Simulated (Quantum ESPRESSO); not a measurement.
# 1T-HfO2, 2 layers, AA stacking: a series in the field along the normal, part 2 of 4

Aim: how the results for 1T-HfO2, 2 layers, AA stacking change with the field along the normal.

Quantum ESPRESSO 7.5; plane-wave DFT, PBE, GBRV ultrasoft pseudopotentials.

So far. Step 2 (Relaxing cell and ions of the reference):  The last row is no step: it is a fresh SCF in the final cell with a new plane-wave basis, -0 meV from the row before.

**3. Self-consistent run, 0 V/Å**

The self-consistent run of this member.

Level of this step: plane-wave DFT, PBE, GBRV ultrasoft pseudopotentials (Quantum ESPRESSO 7.5).

m0.scf.in

```
&control
  prefix = 'm0.scf'
  outdir = './out'
  pseudo_dir = './pseudo'
  calculation = 'scf'
  tprnfor = .true.
  tefield = .true.
  dipfield = .true.
/
&system
  ibrav = 0
  nat = 6
  ntyp = 2
  ecutwfc = 40
  ecutrho = 200
  occupations = 'smearing'
  smearing = 'fd'
  degauss = 0.002
  edir = 3
  emaxpos = 0.97
  eopreg = 0.04
  eamp = 0.0
  nbnd = 30
/
&electrons
  conv_thr = 1e-09
  mixing_beta = 0.4
  electron_maxstep = 120
  mixing_mode = 'plain'
/
ATOMIC_SPECIES
  O   15.9990  o_pbe_v1.2.uspp.F.UPF
  Hf  178.4900  hf_pbe_v1.uspp.F.UPF
CELL_PARAMETERS angstrom
  3.23619775900000 0.00000000000000 0.00000000000000
  -1.61809888000000 2.80262947100000 0.00000000000000
  0.00000000000000 0.00000000000000 25.23718175200000
ATOMIC_POSITIONS crystal
  O   0.666666666700 0.333333333300 0.367579903700
  Hf  0.000000000000 0.000000000000 0.406006592500
  O   0.333333333300 0.666666666700 0.444368370100
  O   0.666666666700 0.333333333300 0.555631629900
  Hf  0.000000000000 0.000000000000 0.593993407500
  O   0.333333333300 0.666666666700 0.632420096300
K_POINTS automatic
  12 12 1 0 0 0
```

On the command line:

```sh
$ OMP_NUM_THREADS=1 mpirun -n 4 pw.x -nk 4 -in m0.scf.in > m0.scf.out
```

The log of the run:

```text
[banner, memory and clock lines left out]
Program PWSCF v.7.5 starts
[citation notice left out]

[...]
bravais-lattice index     =            0
     lattice parameter (alat)  =       6.1155  a.u.
     unit-cell volume          =    1544.6788 (a.u.)^3
     number of atoms/cell      =            6
     number of atomic types    =            2
     number of electrons       =        48.00
     number of Kohn-Sham states=           30
     kinetic-energy cutoff     =      40.0000  Ry
     charge density cutoff     =     200.0000  Ry
     scf convergence threshold =      1.0E-09
     mixing beta               =       0.4000
     number of iterations used =            8  plain     mixing
     Exchange-correlation= SLA  PW   PBE  PBE
                           (   1   4   3   4   0   0   0)

[...]
PseudoPot. # 1 for O  read from file:
     ./pseudo/o_pbe_v1.2.uspp.F.UPF
     Pseudo is Ultrasoft + core correction, Zval =  6.0
     Generated by new atomic code, or converted to UPF format
     Using radial grid of  737 points,  5 beta functions with:
                l(1) =   0
                l(2) =   0
                l(3) =   1
                l(4) =   1
                l(5) =   2
     Q(r) pseudized with  8 coefficients,  rinner =    0.900   0.900   0.900
                                                       0.900   0.900

     PseudoPot. # 2 for Hf read from file:
     ./pseudo/hf_pbe_v1.uspp.F.UPF
     Pseudo is Ultrasoft + core correction, Zval = 12.0
     Generated by new atomic code, or converted to UPF format
     Using radial grid of  921 points,  8 beta functions with:
                l(1) =   0
                l(2) =   0
                l(3) =   0
                l(4) =   1
                l(5) =   1
                l(6) =   2
                l(7) =   2
                l(8) =   3
     Q(r) pseudized with  6 coefficients,  rinner =    1.200   1.200   1.200
                                                       1.200   1.200   1.200
                                                       1.200

     atomic species   valence    mass     pseudopotential
     O                 6.00    15.99900     O ( 1.00)
     Hf               12.00   178.49000     Hf( 1.00)

     No symmetry found

[...]
number of k points=    74  Fermi-Dirac smearing, width (Ry)=  0.0020
[...]
Dense  grid:    73853 G-vectors     FFT dimensions: (  27,  27, 216)

     Smooth grid:    52921 G-vectors     FFT dimensions: (  25,  25, 200)

     Check: negative core charge=   -0.000018

     Initial potential from superposition of free atoms

     starting charge      44.0000, renormalised to      48.0000

     negative rho (up, down):  2.290E-01 0.000E+00

     Adding external electric field

     Computed dipole along edir(3) :
        Dipole                0.0000 Ry au,          0.0000 Debye
        Dipole field          0.0000 Ry au,

        Potential amp.       -0.0000 Ry
        Total length         45.7837 bohr

     Starting wfcs are   42 randomized atomic wfcs

     per-process dynamical memory:   116.7 Mb

     Self-consistent Calculation

     iteration #  1     ecut=    40.00 Ry     beta= 0.40
     Davidson diagonalization with overlap
     ethr =  1.00E-02,  avg # of iterations =  8.3

     negative rho (up, down):  2.217E-01 0.000E+00

     Adding external electric field

     Computed dipole along edir(3) :
        Dipole                0.0001 Ry au,          0.0002 Debye
        Dipole field          0.0000 Ry au,

        Potential amp.       -0.0001 Ry
        Total length         45.7837 bohr

     total energy              =    -447.84563574 Ry
     estimated scf accuracy    <       2.02983417 Ry

     iteration #  2     ecut=    40.00 Ry     beta= 0.40
[...]
negative rho (up, down):  2.207E-01 0.000E+00

[...]
Dipole                0.0002 Ry au,          0.0006 Debye
[...]
total energy              =    -447.96523079 Ry
     estimated scf accuracy    <       0.35598863 Ry

     iteration #  3     ecut=    40.00 Ry     beta= 0.40
[...]
negative rho (up, down):  2.225E-01 0.000E+00

[...]
Dipole               -0.0000 Ry au,         -0.0000 Debye
[...]
total energy              =    -447.98913167 Ry
     estimated scf accuracy    <       0.04284067 Ry

     iteration #  4     ecut=    40.00 Ry     beta= 0.40
[...]
c_bands:  1 eigenvalues not converged
[...]
negative rho (up, down):  2.241E-01 0.000E+00

[...]
Dipole                0.0004 Ry au,          0.0009 Debye
[...]
total energy              =    -447.99717771 Ry
     estimated scf accuracy    <       0.00238020 Ry

     iteration #  5     ecut=    40.00 Ry     beta= 0.40
[...]
negative rho (up, down):  2.245E-01 0.000E+00

[...]
Dipole               -0.0003 Ry au,         -0.0007 Debye
[...]
total energy              =    -447.99774192 Ry
     estimated scf accuracy    <       0.00089022 Ry

     iteration #  6     ecut=    40.00 Ry     beta= 0.40
[...]
negative rho (up, down):  2.249E-01 0.000E+00

[...]
Dipole               -0.0001 Ry au,         -0.0001 Debye
[...]
total energy              =    -447.99790747 Ry
     estimated scf accuracy    <       0.00012681 Ry

[...]
iteration # 10     ecut=    40.00 Ry     beta= 0.40
[...]
negative rho (up, down):  2.249E-01 0.000E+00

[...]
Dipole               -0.0000 Ry au,         -0.0000 Debye
[...]
total energy              =    -447.99790710 Ry
     estimated scf accuracy    <       0.00000005 Ry

     iteration # 11     ecut=    40.00 Ry     beta= 0.40
[...]
negative rho (up, down):  2.249E-01 0.000E+00

[...]
Dipole                0.0000 Ry au,          0.0000 Debye
[...]
total energy              =    -447.99790710 Ry
     estimated scf accuracy    <       0.00000014 Ry

     iteration # 12     ecut=    40.00 Ry     beta= 0.40
[...]
negative rho (up, down):  2.249E-01 0.000E+00

[...]
Dipole                0.0000 Ry au,          0.0000 Debye
[...]
total energy              =    -447.99790714 Ry
     estimated scf accuracy    <          9.4E-09 Ry

     iteration # 13     ecut=    40.00 Ry     beta= 0.40
[...]
negative rho (up, down):  2.249E-01 0.000E+00

[...]
Dipole                0.0000 Ry au,          0.0000 Debye
[...]
End of self-consistent calculation

          k = 0.0000 0.0000 0.0000 (  6589 PWs)   bands (ev):

   -62.4551 -62.4551 -31.3386 -31.3358 -30.8689 -30.8689 -30.8689 -30.8689
   -19.4534 -19.4039 -17.5777 -17.5144  -5.9600  -5.9600  -5.9475  -5.9475
    -5.8152  -5.4301  -3.2840  -2.7206  -2.6491  -2.6491  -2.6207  -2.6207
     2.8176   2.8176   2.8537   2.8537   3.0600   3.4847

          k = 0.0000 0.0962 0.0000 (  6585 PWs)   bands (ev):

   -62.4526 -62.4526 -31.3269 -31.3242 -30.9288 -30.9287 -30.8793 -30.8793
   -19.3409 -19.2920 -17.6469 -17.5869  -5.9544  -5.9158  -5.8755  -5.8609
    -5.7013  -5.3567  -3.1924  -2.9301  -2.9116  -2.7509  -2.7161  -2.6200
     2.7992   2.8442   2.9836   3.0186   3.2940   3.6519

[...]
the Fermi energy is     0.8986 ev

!    total energy              =    -447.99790714 Ry
     estimated scf accuracy    <          6.4E-10 Ry
     smearing contrib. (-TS)   =       0.00000000 Ry
     internal energy E=F+TS    =    -447.99790714 Ry

     The total energy is F=E-TS. E is the sum of the following terms:
     one-electron contribution =   -3193.86738218 Ry
     hartree contribution      =    1602.21691298 Ry
     xc contribution           =    -180.95703972 Ry
     ewald contribution        =    1324.60960179 Ry
     electric field correction =       0.00000000 Ry

     convergence has been achieved in  13 iterations

     negative rho (up, down):  2.249E-01 0.000E+00

     Forces acting on atoms (cartesian axes, Ry/au):

     atom    1 type  1   force =    -0.00000001    0.00000000   -0.00106592
     atom    2 type  2   force =    -0.00000000   -0.00000002   -0.00292593
     atom    3 type  1   force =    -0.00000000    0.00000001   -0.00045317
     atom    4 type  1   force =    -0.00000000   -0.00000001    0.00045331
     atom    5 type  2   force =    -0.00000000    0.00000001    0.00292471
     atom    6 type  1   force =     0.00000002    0.00000000    0.00106699

     Total force =     0.004450     Total SCF correction =     0.000042

[...]
```

It took 99 s on 4 MPI ranks of Arm Neoverse V2, shared host; peak memory 1.1 GiB.

Numbers from this step:

| Property | Result |
| --- | --- |
| free energy | -6095.3220 eV |
| Fermi energy | 0.8986 eV |
| dipole along the normal | 0 e·Å |
| valence top, on the run's zero | -2.365 eV |
| conduction bottom, on the run's zero | 2.428 eV |
| gap by band count | 4.793 eV |

**4. Electrostatic potential, 0 V/Å**

plot_num = 11 writes the bare and Hartree potential, from which vacuum levels or, in a crystal, the mean potential are read.

m0.pot.in

```
&inputpp
  prefix = 'm0.scf'
  outdir = './out'
  filplot = 'm0.pot.dat'
  plot_num = 11
/
```

On the command line:

```sh
$ OMP_NUM_THREADS=1 mpirun -n 4 pp.x -in m0.pot.in > m0.pot.out
```

The log of the run:

```text
[banner, memory and clock lines left out]
Program POST-PROC v.7.5 starts

          URL

     ./out/m0.scf.save/

     IMPORTANT: XC functional enforced from input :
     Exchange-correlation= PBE
                           (   1   4   3   4   0   0   0)
     Any further DFT definition will be discarded
     Please, verify this is what you really want

     Check: negative core charge=   -0.000018

     negative rho (up, down):  2.249E-01 0.000E+00

     Adding external electric field

     Computed dipole along edir(3) :
        Dipole                0.0000 Ry au,          0.0000 Debye
        Dipole field          0.0000 Ry au,

        Potential amp.       -0.0000 Ry
        Total length         45.7837 bohr

     Calling punch_plot, plot_num =  11

     Adding external electric field

     Computed dipole along edir(3) :
        Dipole                0.0000 Ry au,          0.0000 Debye
        Dipole field          0.0000 Ry au,

        Potential amp.       -0.0000 Ry
        Total length         45.7837 bohr

     Writing data to file  m0.pot.dat
     Message from routine chdens:
     namelist plot not found or invalid, exiting
```

Elapsed: 0.95 s, on 4 MPI ranks; peak memory 0.14 GiB; 3.3 s of CPU time.

This step gave:

```
slope of the potential above                                          : 7.76e-6 eV/Å
upper vacuum line continued to the top atoms, over the valence top    : 7.888 eV
slope of the potential below                                          : 7.14e-6 eV/Å
lower vacuum line continued to the bottom atoms, over the valence top : 7.889 eV
vacuum level at the upper face over the valence top of the mesh       : 7.889 eV
vacuum level at the lower face over the valence top of the mesh       : 7.889 eV
```

The potential energy, planar mean oscillates, so the rows of the table below give means over windows of 1 Å about each position, cut where the curve ends. Its maxima inside the range that stand out by 2 % of the span (Å: eV): 10.3: -5.11, 12.6: 7.49, 15.0: -5.11. Its minima: 9.5: -8.59, 11.1: -8.52, 14.1: -8.52, 15.8: -8.59.

Electrostatic potential energy of an electron, with the sawtooth; zero at the highest filled level of the SCF mesh. The potential energy, planar mean by z; means over each step:

| z (Å) | potential energy, planar mean (eV) |
| --- | --- |
| 0 | 7.89 |
| 1 | 7.89 |
| 2 | 7.89 |
| 3 | 7.89 |
| 4 | 7.89 |
| 5 | 7.89 |
| 6 | 7.89 |
| 7 | 7.87 |
| 8 | 7.42 |
| 9 | -1.58 |
| 10 | -6.19 |
| 11 | -6.64 |
| 12 | 5.11 |
| 13 | 6.61 |
| 14 | -4.87 |
| 15 | -5.84 |
| 16 | -4.66 |
| 17 | 6.80 |
| 18 | 7.85 |
| 19 | 7.89 |
| 20 | 7.89 |
| 21 | 7.89 |
| 22 | 7.89 |
| 23 | 7.89 |
| 24 | 7.89 |
| 25 | 7.89 |

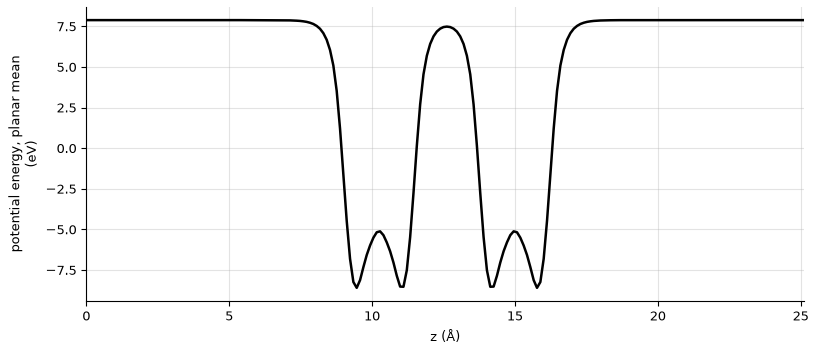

Potential energy, planar mean against z.

[end of part 2 of 4]

[Logs are printed without paths, hosts, clocks, repeated set-up lines and the standing remarks that a program may print on its own settings, such as how far it seeks lower states.]

[Hosts, paths, dates, database ids (printed as entryN), source tags and the programs' standing remarks are cut or masked in the printed files.]

[Maps of the electrostatic potential energy from Ansatz leave out the sawtooth potential of an applied field or a dipole correction, so their vacuum need not be flat; planar profiles and work functions include it.]
